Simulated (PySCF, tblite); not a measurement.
# C₇H₁₅Al: geometry, infrared bands, NMR shifts and electronic excitations, part 2 of 2

tblite 0.8.0 and PySCF 2.14.0. Atoms count from 0. The steps go on from the part before.

## Step 6: TDDFT and polarisability: B3LYP/def2-SVPD

What the job is given:

```
{"job": {"kind": "uv", "xc": "B3LYP", "basis": "def2-SVPD", "ip": true}, "charge": 0, "multiplicity": 1}
C     -3.550941     0.431996    -0.433894
C     -2.183976    -0.209658    -0.609143
C     -1.140701     0.298577     0.377129
C      0.229392    -0.350573     0.226344
C      1.269966     0.119773     1.260238
C      2.679377    -0.384258     0.916159
C      3.057851    -0.024709    -0.533809
Al     1.311767    -0.199376    -1.423277
H     -3.500484     1.523970    -0.574214
H     -3.950283     0.250561     0.576974
H     -4.282357     0.038156    -1.155903
H     -2.272541    -1.305986    -0.504220
H     -1.823555    -0.040487    -1.640364
H     -1.522171     0.144445     1.406299
H     -1.047734     1.395963     0.268760
H      0.104463    -1.448284     0.364272
H      0.991285    -0.189208     2.284623
H      1.283696     1.227145     1.276426
H      3.409578     0.003805     1.647560
H      2.692378    -1.483638     1.033646
H      3.909106    -0.609777    -0.915546
H      3.372422     1.036562    -0.590684
H      0.921863    -0.210271    -2.969511
```

Method: TDDFT B3LYP/def2-SVPD, vertical, gas phase, core orbitals frozen in the response.

What it wrote:

```text
coarse grid: 18528 points
cycle   1  E = -517.7580667102  dE =  4.433e-01  |g| = 6.189e-01  |ddm| = 6.885e+00
cycle   2  E = -517.6585963461  dE =  9.947e-02  |g| = 8.574e-01  |ddm| = 2.279e+00
cycle   3  E = -517.8689019984  dE = -2.103e-01  |g| = 6.803e-02  |ddm| = 1.357e+00
cycle   4  E = -517.8699556791  dE = -1.054e-03  |g| = 3.603e-02  |ddm| = 2.257e-01
cycle   5  E = -517.8702844822  dE = -3.288e-04  |g| = 7.813e-03  |ddm| = 6.770e-02
cycle   6  E = -517.8703003549  dE = -1.587e-05  |g| = 1.769e-03  |ddm| = 1.867e-02
cycle   7  E = -517.8703011419  dE = -7.870e-07  |g| = 4.635e-04  |ddm| = 4.410e-03
final grid: 170928 points
cycle   8  E = -517.9628568867  dE = -6.034e-05  |g| = 6.566e-03  |ddm| = 1.923e-01
cycle   9  E = -517.9628472557  dE =  9.631e-06  |g| = 8.799e-03  |ddm| = 2.490e-02
cycle  10  E = -517.9628687923  dE = -2.154e-05  |g| = 5.265e-04  |ddm| = 1.336e-02
cycle  11  E = -517.9628688535  dE = -6.111e-08  |g| = 2.405e-04  |ddm| = 1.343e-03
cycle  12  E = -517.9628688681  dE = -1.462e-08  |g| = 3.803e-05  |ddm| = 4.532e-04
cycle  13  E = -517.9628688684  dE = -3.589e-10  |g| = 1.298e-05  |ddm| = 1.175e-04
converged SCF energy = -517.9628688684

Static polarisability (au): isotropic 111.948, principal 91.779 114.579 129.486

Singlet excitations
state   eV       nm        f      main configurations
  1   4.1330    300.0   0.00017   H->L 0.99
  2   4.9930    248.3   0.00038   H-1->L 0.99
  3   5.7096    217.2   0.01232   H->L+1 0.98
  4   6.2870    197.2   0.02404   H->L+2 0.93
  5   6.4174    193.2   0.00116   H-2->L 0.92
  6   6.4978    190.8   0.00805   H-3->L 0.70, H->L+3 0.18
  7   6.5572    189.1   0.05321   H->L+3 0.49, H-3->L 0.25, H->L+4 0.21
  8   6.6389    186.8   0.00434   H-1->L+1 0.88
  9   6.6708    185.9   0.01013   H->L+4 0.70, H->L+3 0.22
 10   6.7538    183.6   0.00278   H-4->L 0.95

Triplet excitations (Tamm-Dancoff, eV): 3.8923 4.6757 5.4359 5.9247
Vertical ionisation energy (delta-SCF) = 8.4577 eV
Vertical electron affinity (delta-SCF) = -0.3507 eV
```

Run time: 11 min. Hardware: 1 thread of Arm Neoverse N1, shared host; peak memory 1.2 GiB.

Frontier orbitals and where they lie:

| orbital | eV | atoms |
| --- | --- | --- |
| HOMO−3 | -8.66 | C4 17 %, C5 16 %, C3 12 % |
| HOMO−2 | -8.55 | C3 16 %, C4 16 %, C2 16 % |
| HOMO−1 | -7.37 | C6 22 %, Al7 21 %, H22 19 % |
| HOMO | -6.50 | C3 30 %, Al7 18 %, C6 18 % |
| LUMO | -1.26 | Al7 55 %, H22 11 %, C6 9 % |
| LUMO+1 | 0.06 | Al7 51 %, C6 7 %, H20 5 % |
| LUMO+2 | 0.55 | Al7 22 %, C1 10 %, C0 10 % |

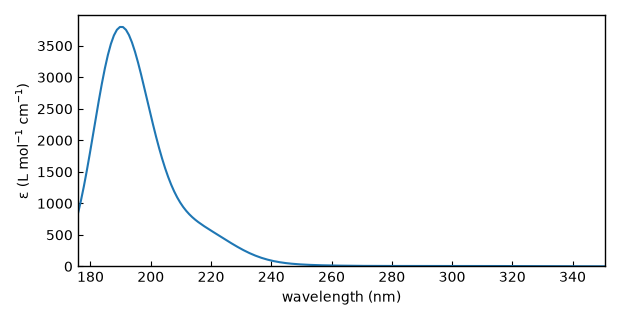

Absorption spectrum: each of the 10 states is a Gaussian band of 0.4 eV half-width at 1/e. Beyond the last state computed it falls off for lack of states.

Ground-state properties from the same run:

| property | computed |
| --- | --- |
| dipole moment (D) | 0.18 |
| polarisability (Å³) | 16.59 |
| HOMO–LUMO gap (eV) | 5.24 |
| −ε(HOMO) (eV) | 6.50 |

## Step 7: What came out

The summary covers parts 1 to 2.

```
                                                              quantity                                                                               value
                             strongest single infrared mode (GFN2-xTB)                                                               1806 cm⁻¹, 580 km/mol
                                          zero-point energy (GFN2-xTB)                                                                      123.9 kcal/mol
                                                           point group                                                                                  C1
                                  rotational constants (main isotopes)                                                                3.69, 0.83, 0.71 GHz
                                ¹³C shifts against TMS (PBE0/pcSseg-1)                                        38.9, 37.6, 34.6, 30.2, 28.9, 16.9, 13.5 ppm
¹H shifts against TMS (PBE0/pcSseg-1, means over atoms taken as alike)  5.81, 2.28, 2.17, 1.58, 1.56, 1.34, 1.22, 1.12, 1.06, 1.06, 0.73, -0.06, -0.08 ppm
                             ²⁷Al shifts against AlH4- (PBE0/pcSseg-1)                                                                           242.8 ppm
                                      lowest singlet (B3LYP/def2-SVPD)                                                         4.13 eV (300 nm), f = 0.000
                              brightest single state of those computed                                                         state 7, 6.56 eV, f = 0.053
                                                        lowest triplet                                                                             3.89 eV
                                     vertical ionisation energy (ΔSCF)                                                                             8.46 eV
                                     vertical electron affinity (ΔSCF)                                    -0.35 eV (unbound: the value hangs on the basis)
```

Over 124 steps the energy fell by 0.908 eV; of the close pairs, C2–C3 changed most, 1.476 to 1.532 Å (GFN2-xTB). No mode is imaginary among the 63: a minimum at this level. The strongest single mode, at 1806 cm⁻¹, moves mainly H22. Unscaled tight-binding wavenumbers are off by several per cent, some by more. Its intensities can rank the bands wrongly. Relaxing lowered the energy by 0.239 eV in 6 steps; the close pair that moved most is C2–C3, from 1.578 to 1.524 Å (PBE0/def2-SVP). At PBE0/pcSseg-1: The largest span, 148 ppm, is at Al7, where the paramagnetic term is -551 ppm. The lowest singlet, at 4.13 eV, is HOMO→LUMO 0.99 and is dark; of the 10 states computed, the strongest absorption comes from state 7 at 6.56 eV. The lowest triplet lies 0.24 eV below the lowest singlet (triplets in Tamm-Dancoff, singlets in full TDDFT). The orbital energy would give 6.50 eV for ionisation, ΔSCF gives 8.46 eV.
